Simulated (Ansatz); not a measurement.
From C to Ge: the atomisation energy (no zero-point term)

All atoms of one element are swapped for its congeners: C4H10 (butane) `CCCC`; Si4H10 (tetrasilane) `[SiH3][SiH2][SiH2][SiH3]`; Ge4H10 `[GeH3][GeH2][GeH2][GeH3]`. All are singlets with charge 0.

Shapes, held fixed at every level: PBE0-D4/def2-TZVP. Flexible molecules stand in one conformer, not always the lowest. Programs: Ansatz 0.2.0. Values in eV.

```
                level  C4H10  Si4H10  Ge4H10
          HF/def2-SVP  43.96   31.71   27.71
     SPW92/def2-TZVPP  63.41   45.45   42.25
r2SCAN0-D4/def2-TZVPP  56.15   41.51   37.69
   wB97M-V/def2-TZVPP  56.55   41.59   37.32
   wB97X-V/def2-TZVPP  56.47   42.17   38.19
     CCSD(T)/def2-SVP  54.48   38.91   35.51
   CCSD(T)/def2-TZVPP  55.34   40.71   37.61
```

At CCSD(T)/def2-TZVPP the atomisation energy falls at every step, from 55.34 to 37.61 eV. Every level shows the same order. Relativity is left out for Ge. Outer-core shells of Ge are correlated in most correlated rows, in sets that cover them unevenly. Spin-orbit coupling, which grows down the group, is left out (summed over each molecule's free atoms 0.01, 0.07, 0.48 eV). Coupled cluster in double- or triple-zeta sets underbinds by a few per cent against its basis-set limit.

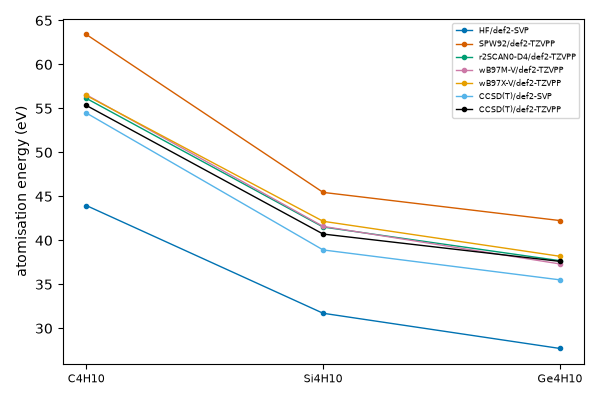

The trend along the series, level by level.
